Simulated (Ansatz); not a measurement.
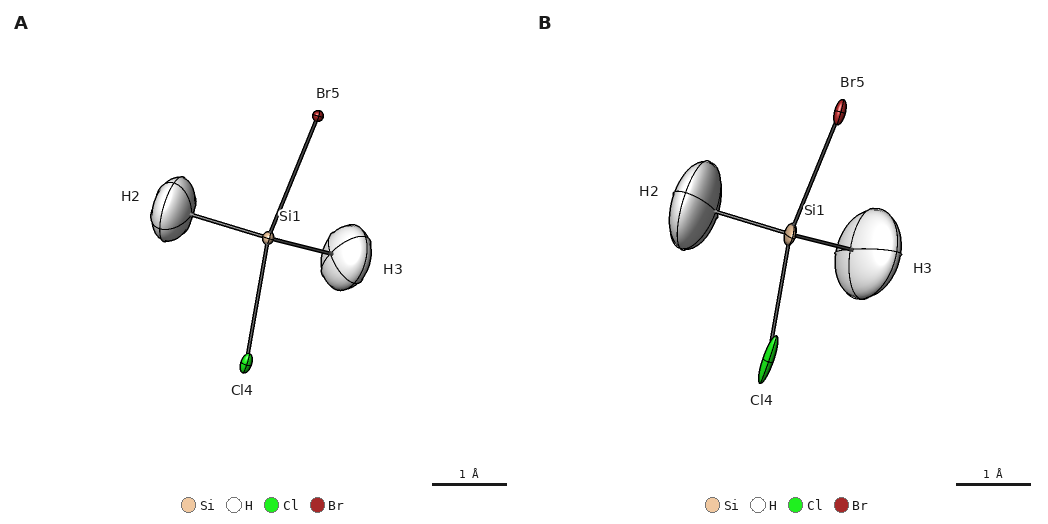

Displacement ellipsoids at the 50 % level, scaled by 2, from the internal vibrations of the free molecule (harmonic, no overall translation or rotation; no half-axis is drawn under 0.075 Å). Vibrations computed with RKS PBE0-D4/def2-TZVP (Ansatz 0.2.0). One panel is for 100 K, the other for 900 K.

Question: Which panel is for 900 K?

Answer: B.

Question: How much does the mean-square displacement of Cl4 grow, and why?

Answer: U_eq goes from 0.00083 to 0.0048 Å², a factor of 5.9. Modes below kT (626 cm⁻¹ at 900 K) grow about in proportion to T, and the lowest lies at 153 cm⁻¹; the mean-square amplitude of a mode is its zero-point value times coth(ħω/2kT), which comes close to 1 only above about 3kT.
